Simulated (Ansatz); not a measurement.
# Geometry relaxation, with input and output: BSiH₆F (part 2 of 2)

BSiH₆F; RKS PBE0-D4/def2-SVP (Ansatz 0.2.0). It belongs to a series of runs on one base structure; here: end point B relaxed.

Geometry of the input (Å):
```
B  -0.0028  -0.4396  -0.3154
F  0.3484  0.2448  2.0773
H  0.9515  0.1315  -0.7851
H  -1.0838  0.0956  -0.4088
Si 0.1173  -2.2580  0.4372
H  -0.5472  -3.2826  -0.4325
H  1.5023  -2.7295  0.7503
H  -0.6402  -2.2799  1.7496
H  -0.1612  -0.4668  2.3847
```

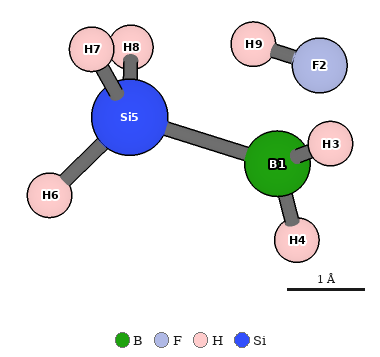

Fig. 1: The geometry at step 11 of the log (ball-and-stick view, seen at a tilt; atoms are numbered from 1 in the order of the input).

Trajectory as extended XYZ, continued:
```
9
Properties=species:S:1:pos:R:3:forces:R:3 step=6 energy=-11355.05712
B     0.0626   -0.3580   -0.0794   -0.0899   0.1620  -0.0669
F     0.1258    0.2933    1.7074   -0.0526  -0.0886   0.0204
H     1.0227    0.2115   -0.5401   -0.0249   0.0172   0.0501
H    -1.0430    0.0542   -0.3730    0.1296  -0.0370   0.0308
Si    0.1566   -2.2932    0.4616    0.0580  -0.2353   0.0749
H    -0.6845   -3.2143   -0.3755    0.0579   0.0302   0.1024
H     1.5240   -2.9073    0.6337   -0.1977   0.0825  -0.0193
H    -0.4629   -2.3095    1.8673    0.0611   0.0099  -0.1258
H    -0.2170   -0.4612    2.1554    0.0585   0.0590  -0.0666
9
Properties=species:S:1:pos:R:3:forces:R:3 step=7 energy=-11355.06548
B     0.0724   -0.3473   -0.0815   -0.0857   0.1977  -0.0020
F     0.0668    0.2832    1.6932   -0.0617  -0.1793   0.1009
H     1.0426    0.2452   -0.4921   -0.0429  -0.0462   0.0058
H    -1.0266    0.0565   -0.4065    0.1201  -0.0493  -0.0126
Si    0.1603   -2.2885    0.4560    0.0402  -0.2235  -0.0058
H    -0.7236   -3.2232   -0.3220    0.0762   0.0683   0.0921
H     1.5169   -2.9238    0.6057   -0.1417   0.0675  -0.0171
H    -0.4149   -2.2734    1.8795    0.0311   0.0291  -0.0590
H    -0.2096   -0.5129    2.1252    0.0644   0.1357  -0.1024
9
Properties=species:S:1:pos:R:3:forces:R:3 step=8 energy=-11355.06886
B     0.0807   -0.3211   -0.0800   -0.0842   0.0514  -0.0058
F    -0.0147    0.2406    1.6993   -0.0724  -0.3391   0.1062
H     1.0675    0.2740   -0.4484   -0.0532  -0.0503   0.0648
H    -1.0008    0.0595   -0.4801    0.1065  -0.0065   0.0638
Si    0.1630   -2.2725    0.4517   -0.0198  -0.0880  -0.1517
H    -0.7725   -3.2243   -0.2399    0.0742   0.0881   0.0854
H     1.5044   -2.9263    0.5696   -0.0190   0.0006   0.0142
H    -0.3506   -2.1937    1.8974   -0.0004  -0.0459   0.0478
H    -0.1929   -0.6207    2.0877    0.0683   0.3899  -0.2247
9
Properties=species:S:1:pos:R:3:forces:R:3 step=9 energy=-11355.07418
B     0.0824   -0.3174   -0.0630   -0.1006   0.0767  -0.0287
F    -0.0328    0.2523    1.6684   -0.0503  -0.1862   0.1273
H     1.0744    0.2725   -0.4183   -0.0146  -0.0371  -0.0119
H    -0.9934    0.0680   -0.4732    0.1101  -0.0411  -0.0011
Si    0.1684   -2.2754    0.4501   -0.0311  -0.0900  -0.0347
H    -0.7862   -3.2163   -0.2212    0.0471   0.0444   0.0254
H     1.5053   -2.9406    0.5518   -0.0074   0.0092  -0.0172
H    -0.3208   -2.2224    1.9097    0.0068   0.0478  -0.0036
H    -0.2129   -0.6050    2.0530    0.0401   0.1763  -0.0555
9
Properties=species:S:1:pos:R:3:forces:R:3 step=10 energy=-11355.07606
B     0.0791   -0.3204   -0.0605   -0.0419   0.0377  -0.0569
F    -0.0424    0.2530    1.6759   -0.0055  -0.0124   0.0086
H     1.0750    0.2616   -0.4147    0.0021   0.0001   0.0057
H    -0.9895    0.0661   -0.4804    0.0512  -0.0155   0.0082
Si    0.1675   -2.2784    0.4475    0.0006  -0.0066   0.0171
H    -0.7858   -3.2157   -0.2236    0.0070   0.0054   0.0181
H     1.5066   -2.9410    0.5421   -0.0198   0.0106  -0.0084
H    -0.3161   -2.2089    1.9084    0.0066  -0.0215  -0.0023
H    -0.2102   -0.6006    2.0626   -0.0003   0.0021   0.0100
9
Properties=species:S:1:pos:R:3:forces:R:3 step=11 energy=-11355.07687
B     0.0810   -0.3175   -0.0625   -0.0165  -0.0036  -0.0301
F    -0.0585    0.2504    1.6785   -0.0151   0.0065  -0.0132
H     1.0826    0.2613   -0.4058    0.0039   0.0026   0.0177
H    -0.9794    0.0685   -0.4978    0.0126   0.0079   0.0128
Si    0.1668   -2.2757    0.4488    0.0137  -0.0100   0.0209
H    -0.7960   -3.2135   -0.2057   -0.0074  -0.0015   0.0024
H     1.5053   -2.9405    0.5228   -0.0071   0.0037  -0.0035
H    -0.2958   -2.2115    1.9174    0.0036  -0.0078  -0.0139
H    -0.2216   -0.6059    2.0619    0.0122   0.0021   0.0068
9
Properties=species:S:1:pos:R:3:forces:R:3 step=12 energy=-11355.07763
B     0.0819   -0.3157   -0.0637    0.0072  -0.0202   0.0037
F    -0.0925    0.2520    1.6748   -0.0060  -0.0233  -0.0017
H     1.0921    0.2614   -0.3843    0.0039   0.0005   0.0138
H    -0.9666    0.0721   -0.5208   -0.0187   0.0161  -0.0014
Si    0.1663   -2.2751    0.4493    0.0143  -0.0001   0.0287
H    -0.8109   -3.2113   -0.1837   -0.0168  -0.0093  -0.0114
H     1.5037   -2.9432    0.4978    0.0009  -0.0022  -0.0012
H    -0.2713   -2.2144    1.9267    0.0155   0.0086  -0.0230
H    -0.2184   -0.6101    2.0612   -0.0003   0.0298  -0.0074
9
Properties=species:S:1:pos:R:3:forces:R:3 step=13 energy=-11355.07826
B     0.0847   -0.3143   -0.0625    0.0334  -0.0126   0.0230
F    -0.1396    0.2526    1.6672   -0.0146  -0.0866   0.0206
H     1.1080    0.2598   -0.3485   -0.0121  -0.0073   0.0043
H    -0.9472    0.0786   -0.5502   -0.0239   0.0109  -0.0146
Si    0.1685   -2.2763    0.4486    0.0080   0.0215   0.0420
H    -0.8368   -3.2068   -0.1487   -0.0096  -0.0079  -0.0082
H     1.5026   -2.9531    0.4556   -0.0073  -0.0023  -0.0010
H    -0.2211   -2.2098    1.9410    0.0121   0.0035  -0.0396
H    -0.2347   -0.6150    2.0549    0.0141   0.0807  -0.0265
9
Properties=species:S:1:pos:R:3:forces:R:3 step=14 energy=-11355.07857
B     0.0855   -0.3133   -0.0606    0.0288  -0.0073   0.0098
F    -0.1686    0.2523    1.6627   -0.0021  -0.0631   0.0107
H     1.1150    0.2591   -0.3285   -0.0175  -0.0051   0.0046
H    -0.9372    0.0800   -0.5683   -0.0096   0.0052  -0.0063
Si    0.1693   -2.2761    0.4487    0.0062   0.0126   0.0396
H    -0.8497   -3.2029   -0.1325   -0.0035  -0.0036  -0.0021
H     1.5006   -2.9594    0.4350   -0.0147   0.0039  -0.0019
H    -0.1966   -2.2077    1.9474    0.0133   0.0011  -0.0399
H    -0.2341   -0.6163    2.0535   -0.0009   0.0562  -0.0145
9
Properties=species:S:1:pos:R:3:forces:R:3 step=15 energy=-11355.07881
B     0.0879   -0.3131   -0.0590    0.0077   0.0073  -0.0064
F    -0.1931    0.2513    1.6583   -0.0018  -0.0400   0.0048
H     1.1216    0.2594   -0.3099   -0.0163  -0.0042   0.0023
H    -0.9271    0.0809   -0.5836    0.0127  -0.0037   0.0040
Si    0.1710   -2.2760    0.4490    0.0036  -0.0034   0.0214
H    -0.8622   -3.1987   -0.1155    0.0053   0.0049   0.0049
H     1.4981   -2.9670    0.4137   -0.0172   0.0087  -0.0015
H    -0.1698   -2.2045    1.9523    0.0054  -0.0043  -0.0244
H    -0.2420   -0.6166    2.0521    0.0007   0.0347  -0.0051
9
Properties=species:S:1:pos:R:3:forces:R:3 step=16 energy=-11355.07895
B     0.0905   -0.3132   -0.0580   -0.0138   0.0131  -0.0150
F    -0.2171    0.2508    1.6536    0.0011  -0.0300   0.0105
H     1.1268    0.2609   -0.2932   -0.0080  -0.0039   0.0017
H    -0.9166    0.0803   -0.5990    0.0217  -0.0066   0.0102
Si    0.1720   -2.2756    0.4499   -0.0006  -0.0218   0.0026
H    -0.8735   -3.1944   -0.0997    0.0120   0.0112   0.0054
H     1.4951   -2.9725    0.3939   -0.0130   0.0075  -0.0009
H    -0.1473   -2.2060    1.9566    0.0036   0.0038  -0.0075
H    -0.2456   -0.6148    2.0535   -0.0031   0.0267  -0.0068
```

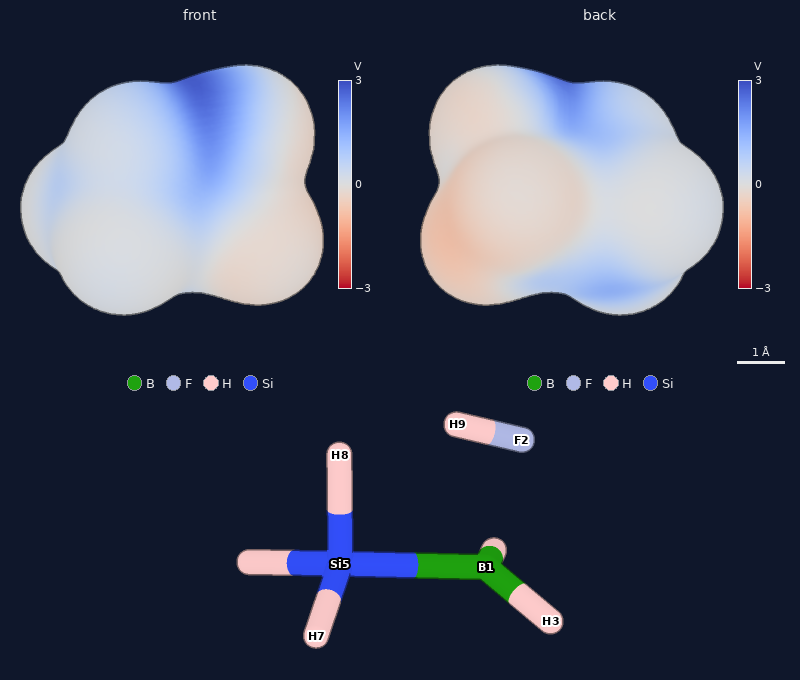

Fig. 2: The electrostatic potential painted on the density surface at 0.002 e/bohr³, seen at a tilt and from behind; the colour scale runs from red (negative) to blue (positive). The bare structure is drawn below in the same view. A positive charge is drawn to the negative regions and a negative charge to the positive ones.

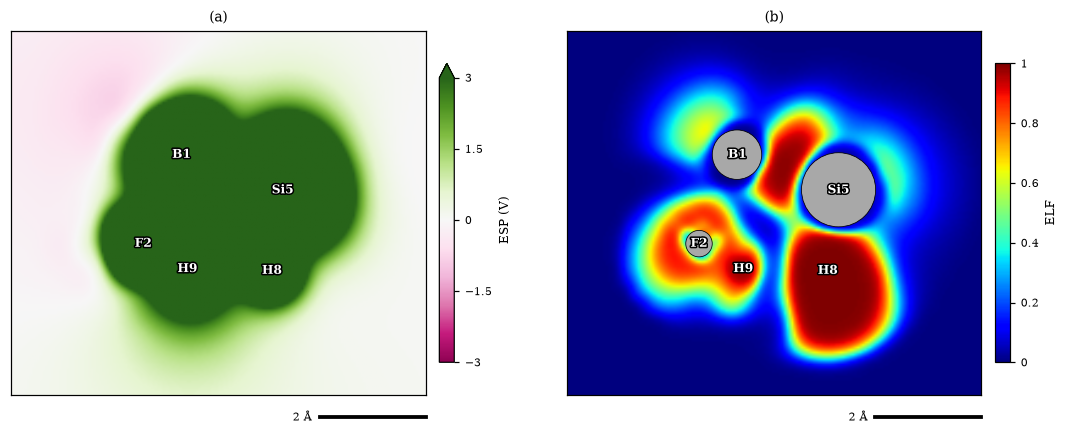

Fig. 3: (a) electrostatic potential; (b) electron localisation function on the plane of atoms B1, Si5 and H8. Grey discs, where drawn, cover atomic cores. B1···F2 (1.83 Å): the ELF peaks at about 0.85 between the atoms. Si–B (2.03 Å): the ELF peaks at about 1 between the atoms (localised, shared-pair bonding).

Results in brief:

```json
{"quantity": "outcome", "value": "converged"}
{"quantity": "total energy", "value": "−11355.0790 eV"}
{"quantity": "mean-field energy", "value": "−11354.9719 eV"}
{"quantity": "largest force (length of the vector) at the end", "value": "0.032 eV/Å"}
{"quantity": "wall time", "value": "34 s"}
{"quantity": "peak memory", "value": "0.15 GiB"}
```
